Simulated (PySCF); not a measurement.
BeSe⁺, doublet (excess alpha electrons: πx +1). CCSD/pcseg-2 with PySCF 2.14.0, UHF. One reference determinant with the occupation held, the lowest that a PBE0 search over spins and occupations found; no spin-orbit coupling. Zero is the separated fragments in their ground configurations, without counterpoise. The fragments are Be⁺ + Se.

> What bond curve does the calculation give?

re = 1.973 Å, ωe = 737 cm⁻¹, ωexe = 4.8 cm⁻¹, De = 2.88 eV.
| r (Å) | E (eV) |
| --- | --- |
| 1.771 | −2.44 |
| 1.850 | −2.74 |
| 1.909 | −2.85 |
| 1.968 | −2.88 |
| 2.027 | −2.86 |
| 2.106 | −2.77 |
| 2.204 | −2.57 |
| 2.322 | −2.29 |

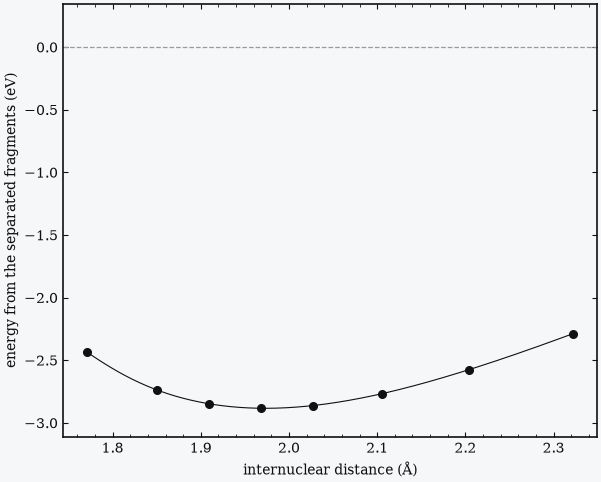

Note: lowest determinant of a PBE0 search, another state may lie lower; no scalar relativity; spin-orbit coupling is left out; it can lower the fragment Se more than the molecule, and De with it.
